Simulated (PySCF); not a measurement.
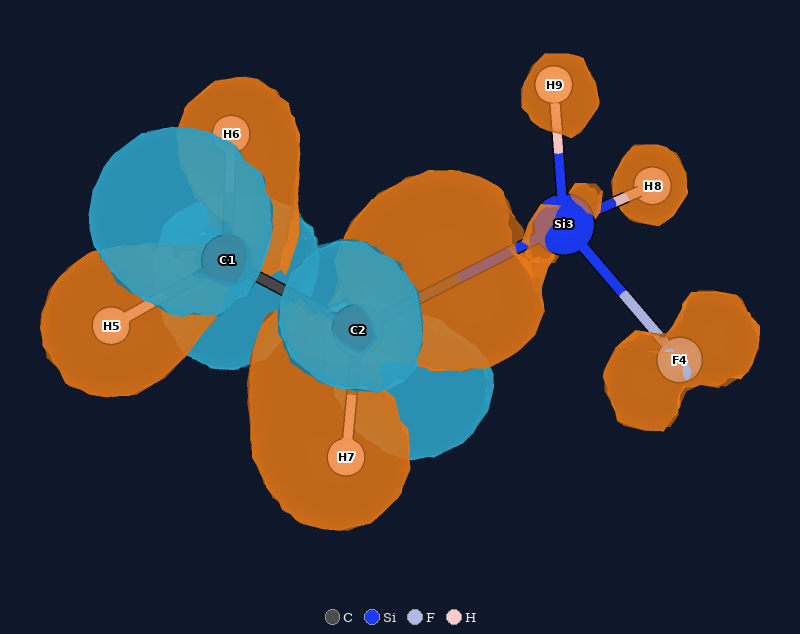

C2H5FSi, SMILES `C=C[SiH2]F`. Unrelaxed difference density of S₂ less the ground state (TDA singlet states), ±0.03 e/Å³; light blue: gain, orange: loss.

Computed with PySCF, B3LYP/6-311+G**, geometry: GFN2-xTB. No frequency check shows the geometry to be a minimum.

The calculation's input:

```python
import numpy as np
from pyscf import gto, scf, dft, tdscf
from pyscf.scf import atom_ks, atom_hf
from scipy.linalg import block_diag

def solve(mol, dm0=None, hcore=None):
    mf = (dft.UKS if mol.spin else dft.RKS)(mol, xc='b3lyp')
    mf.grids.level = 3
    mf = mf.density_fit(auxbasis='def2-universal-jkfit')
    mf.conv_tol, mf.max_cycle = 1e-8, 80
    if hcore is not None:
        mf.get_hcore = lambda *args: hcore
    mf.kernel(dm0)
    if not mf.converged:
        mf = mf.newton().run(mf.mo_coeff, mf.mo_occ, max_cycle=30)
    assert mf.converged, 'SCF not converged'
    return mf

mol = gto.M(atom='''
C     -2.22594     0.01572    -0.00051
C     -1.00735    -0.50311     0.00062
Si     0.58694     0.48941     0.00047
F      1.78138    -0.59468    -0.00087
H     -3.11736    -0.59316    -0.00049
H     -2.38929     1.08169    -0.00207
H     -0.91081    -1.58341     0.00205
H      0.78314     1.26060    -1.21994
H      0.78443     1.25895     1.22093
''', basis='6-311+g**', charge=0, spin=0, verbose=4)
mf = solve(mol)
td = mf.TDA()
td.nstates, td.singlet, td.conv_tol = 4, True, 1e-5
td.kernel()
td.analyze()
x, y = np.array([p[0] for p in td.xy]), np.array([p[1] + 0 * p[0] for p in td.xy])
f, mu = td.oscillator_strength(), td.transition_dipole()
nto = [td.get_nto(state=i + 1, verbose=4) for i in range(len(td.e))]
# spherically averaged free atoms, for the promolecule
atm = atom_ks.get_atm_nrks(mol, xc='b3lyp')
pro = block_diag(*[(atm[a[0]][2] * atm[a[0]][3]) @ atm[a[0]][2].T for a in mol._atom])
np.savez('result.npz', e=td.e, f=f, ok=td.converged, w=[n[0] for n in nto], nto=[n[1] for n in nto], x=x, y=y, c=mf.mo_coeff, occ=mf.mo_occ, eps=mf.mo_energy, pro=pro, mu=mu)
```

Run with:

```sh
OMP_NUM_THREADS=1 python input.py
```

The run took 4 min on 1 thread of Arm Neoverse V1 (shared host), peak memory 0.64 GiB.

Question: How does the charge move on excitation?

Answer: 0.69 e is displaced in all, of which about 0.2 e passes between atoms: Si3 (0.08 e) and H7 (0.05 e) lose electrons and C1 (0.23 e) gains them. The state: 6.61 eV (188 nm), f = 0.005; the leading pair carries 99 %; hole on C2 (31 %), Si3 (20 %) and C1 (13 %), electron on C1 (36 %), C2 (31 %) and Si3 (12 %); their centroids lie 0.7 Å apart.
